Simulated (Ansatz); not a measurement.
**UCAM-B3LYP/STO-3G run of Si2H4 (SMILES [SiH][SiH3])**

Aim: the electronic atomisation energy of Si2H4 at UCAM-B3LYP/STO-3G, from 3 runs. 

The results are computed with Ansatz 0.2.0.

29 further runs of the same task are left out: 29 set aside as unsound or not needed.

### Step 1. The system as given

The species is Si2H4 (6 atoms), meant as a triplet with charge 0. As SMILES, `[SiH][SiH3]`. The coordinates come from a GFN2-xTB relaxation.

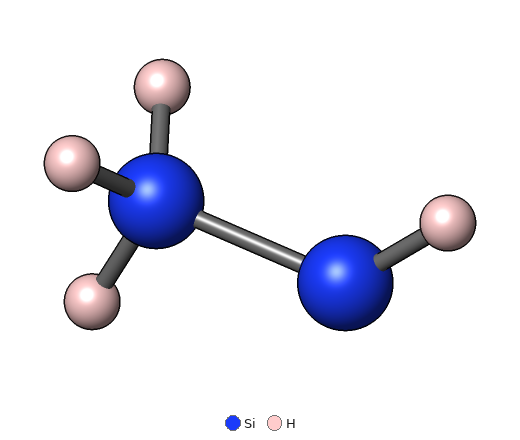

Viewed from a chosen angle; silicon blue, hydrogen pink.

### Step 2. A single-point energy at UCAM-B3LYP/STO-3G

File in.yaml:

```yaml
crystal:
  periodic: [false, false, false]
  atoms:
    - symbol: Si
      position_ang: [0.322720, -1.575880, 0.287350]
    - symbol: Si
      position_ang: [-0.300130, 0.523270, -0.245660]
    - symbol: H
      position_ang: [1.427930, -2.017820, 1.155760]
    - symbol: H
      position_ang: [-1.456530, 0.376070, -1.136010]
    - symbol: H
      position_ang: [0.714920, 1.325330, -0.951090]
    - symbol: H
      position_ang: [-0.708920, 1.369020, 0.889660]
basis:
  gaussian:
    orbitals: STO-3G
magnetization:
  spin_polarized: true
  initial_magnetization: 2
hamiltonian:
  xc: {name: CAM-B3LYP}
accuracy: high
```

The run is started by

```bash
$ ansatz run in.yaml --threads 1 --pin off --max-ram 2610MiB --events-out events.jsonl --progress --plain --runs-dir runs
```

Log:

```text
Warning: RAYON_NUM_THREADS=1 ignored (pool sized by the plan → 1); use --threads N
Functional definition: CAM-B3LYP
  name "CAM-B3LYP"
  parameter alpha = 0.19
  parameter beta = 0.46
  parameter omega = 0.33/bohr
  parameter ac = 0.81
  exchange = (1 - alpha - beta)*b88_x + beta*b88_x_sr(omega) + alpha*exact_x + beta*exact_x_lr(omega)
  correlation = (1 - ac)*vwn5_c + ac*lyp_c
388 factors; integrals over basis functions are off by at most 6.1e-9 eV
173 factors; integrals over basis functions are off by at most 9.0e-10 eV
mean field evaluation 1: about -15631.9984 eV, gradient 8.4e0 eV
mean field evaluation 2: about -15632.6181 eV, gradient 3.8e0 eV
mean field evaluation 4: about -15632.7454 eV, gradient 1.7e-1 eV
mean field evaluation 8: about -15632.6938 eV, gradient 1.6e-3 eV
mean field evaluation 16: about -15632.6938 eV, gradient 2.6e-7 eV
mean field -15632.69382810 eV, -574.4909019623 hartree, gradient 5.5e-8 eV, S^2 2.001170; 0 other end points of the search recorded, 0 dependent functions left out
reference -15632.69384247 eV, -574.4909024904 hartree; 17, 15 occupied and 5, 7 virtual orbitals, 388 factors
Total energy: -15632.69384247 eV, -574.4909024904 hartree
```

Run time: 1.6 s. Hardware: 1 thread of AMD EPYC 9R14 (Zen 4), shared host; peak memory 0.16 GiB.

### Step 3. The H atom at the same level

File input.yaml:

```yaml
crystal:
  periodic: [false, false, false]
  atoms:
    - symbol: H
      position_ang: [0.000000, 0.000000, 0.000000]
basis:
  gaussian:
    orbitals: STO-3G
magnetization:
  spin_polarized: true
  initial_magnetization: 1
hamiltonian:
  xc: {name: CAM-B3LYP}
accuracy: high
```

The run is started by

```bash
$ ansatz run input.yaml --threads 1 --pin off --max-ram 2610MiB --events-out events.jsonl --progress --plain --runs-dir runs
```

Log:

```text
Warning: RAYON_NUM_THREADS=1 ignored (pool sized by the plan → 1); use --threads N
[... 8 set-up lines as earlier in the session ...]
1 factors; integrals over basis functions are off by at most 4.6e-10 eV
1 factors; integrals over basis functions are off by at most 3.0e-10 eV
mean field evaluation 1: about -12.5879 eV, gradient 0.0e0 eV
mean field evaluation 2: about -12.5879 eV, gradient 0.0e0 eV
mean field -12.58793461 eV, -0.4625980644 hartree, gradient 0.0e0 eV, S^2 0.750000; 0 other end points of the search recorded, 0 dependent functions left out
reference -12.58794100 eV, -0.4625982992 hartree; 1, 0 occupied and 0, 1 virtual orbitals, 1 factors
Total energy: -12.58794100 eV, -0.4625982992 hartree
```

It took 0.1 s on 1 thread of AMD EPYC 9R14 (Zen 4), shared host.

### Step 4. The Si atom

File job.yaml:

```yaml
crystal:
  periodic: [false, false, false]
  atoms:
    - {symbol: Si, position_ang: [0.000000, 0.000000, 0.000000]}
basis:
  gaussian: {orbitals: STO-3G}
hamiltonian: {xc: {name: CAM-B3LYP}}
accuracy: high
magnetization: {spin_polarized: true, initial_magnetization: 2}
```

Run the same way, it converges to -285.92344 Eh (log not shown).

### Step 5. Outcome

Level: UCAM-B3LYP/STO-3G.

```
                     quantity          value
       molecule: total energy  -574.49090 Eh
               molecule: ⟨S²⟩          2.001
         H atom: total energy    -0.46260 Eh
                 H atom: ⟨S²⟩          0.750
        Si atom: total energy  -285.92344 Eh
                Si atom: ⟨S²⟩          2.000
electronic atomisation energy      21.596 eV
```

Taking the molecule apart into free atoms costs 21.60 eV (2084 kJ/mol), before zero-point energy and without spin-orbit coupling. In a minimal basis such a difference can be off by several eV, whatever the method.
